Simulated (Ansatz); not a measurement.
# CH6BFGe: what the fields show

Input file:

```
crystal:
  periodic: [false, false, false]
  atoms:
    - { symbol: B, position_ang: [-0.7904, 1.4845, -0.5445] }
    - { symbol: Ge, position_ang: [-0.1119, -0.3509, -0.6681] }
    - { symbol: C, position_ang: [0.7118, -0.8075, 1.0043] }
    - { symbol: F, position_ang: [-1.3472, -1.4588, -0.9885] }
    - { symbol: H, position_ang: [-1.396, 1.9936, -1.5011] }
    - { symbol: H, position_ang: [-0.7074, 2.1713, 0.4351] }
    - { symbol: H, position_ang: [0.9599, -0.4288, -1.8083] }
    - { symbol: H, position_ang: [1.1852, -1.8241, 0.9517] }
    - { symbol: H, position_ang: [0.0034, -0.7319, 1.88] }
    - { symbol: H, position_ang: [1.5758, -0.0985, 1.2424] }
basis:
  gaussian: { orbitals: def2-SVP }
hamiltonian:
  xc: r2scan
relax:
  f_tol: 0.015
  max_steps: 40
output:
  orbitals: {}
```

Command:

```sh
ansatz run input.yaml --threads 2 --pin off --max-ram 3072MiB --backend cpu --events-out ev --progress --plain --runs-dir out
```

The fields are those of the run's last geometry, not of the input's.

These are results of RKS r2SCAN/def2-SVP (Ansatz 0.2.0), not measurements.

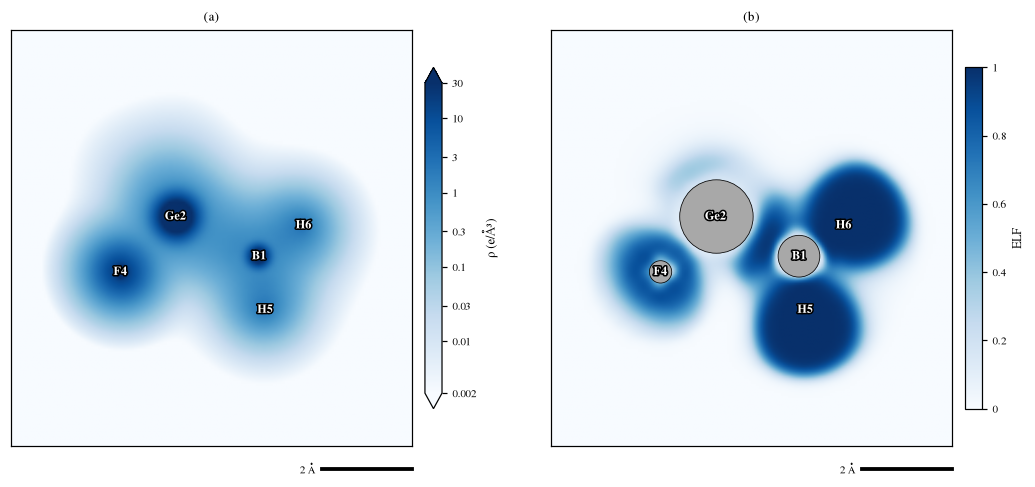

Figure 1. (a) electron density; (b) electron localisation function on the plane of atoms Ge2, B1 and H5. Grey discs cover the atomic cores in the ELF map.

> Describe what can be read from this map.

The section cuts through B, Ge, F and H sites. Ge–F (1.76 Å): ρ at the midpoint is about 0.86 e/Å³; the ELF peaks at about 0.80 in the valence shell of F, 0.5 Å from its nucleus, and is about 0.25 at the midpoint. Ge–B (2.05 Å): ρ at the midpoint is about 0.8 e/Å³; the ELF peaks at about 0.95 in the valence shell of B, 0.8 Å from its nucleus, and is about 0.80 at the midpoint. B–H (1.21 Å): the density is about 1.2 e/Å³ at the midpoint; the ELF climbs to about 1 towards the hydrogen, as it does in any bond to H: a covalent bond by its length. The ELF also peaks beside F4, away from the bonds: lone-pair regions.

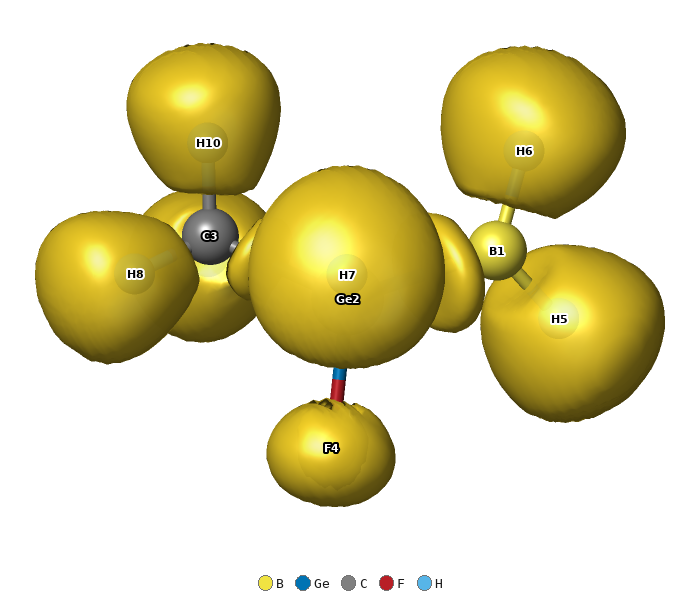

Figure 2. Isosurface of the ELF at 0.8 (yellow), seen at a tilt. Only the valence region is drawn (cores and ρ < 0.01 e/Å³ removed).

> Where are the electrons localised?

At this value the surface marks out one region between bonded B–Ge atoms (shared pairs), six regions around hydrogen nuclei, one lobe of the valence shell of C pointing towards Ge (polar bonds) and one region wrapped around F (its valence shell).


 C–Ge (1.95 Å): the ELF peaks at about 0.90 in the valence shell of C, 0.7 Å from its nucleus, and is about 0.70 at the midpoint.

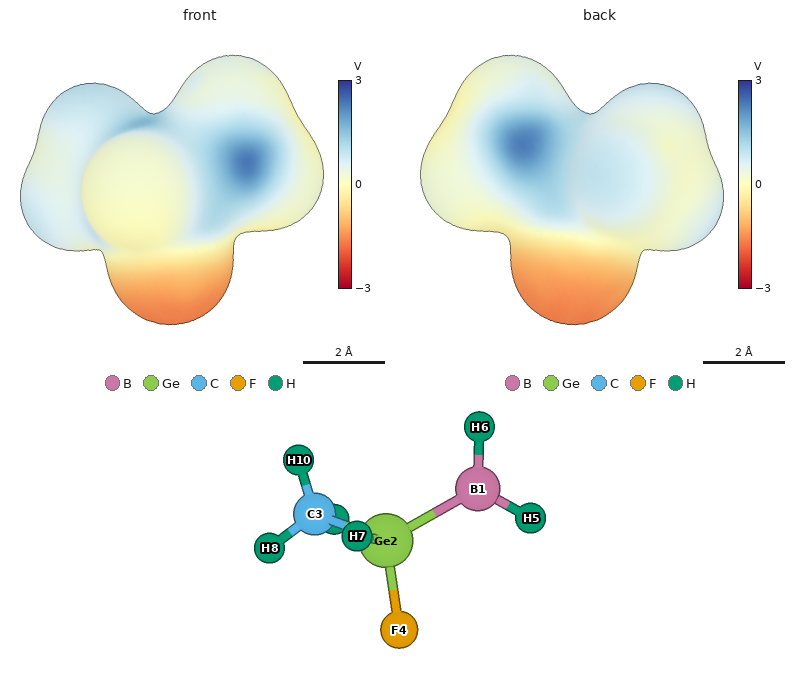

Figure 3. The molecular electrostatic potential painted on the density surface at 0.002 e/bohr³, seen from the front and from behind; red is negative and blue positive. The bare structure is drawn below in the same view.

> Which sites attract a positive test charge, and which a negative one?

A positive charge is drawn to the negative regions and a negative charge to the positive ones. The most negative region (about −1.6 V) lies over F4, the most positive (about +2.2 V) over B1.
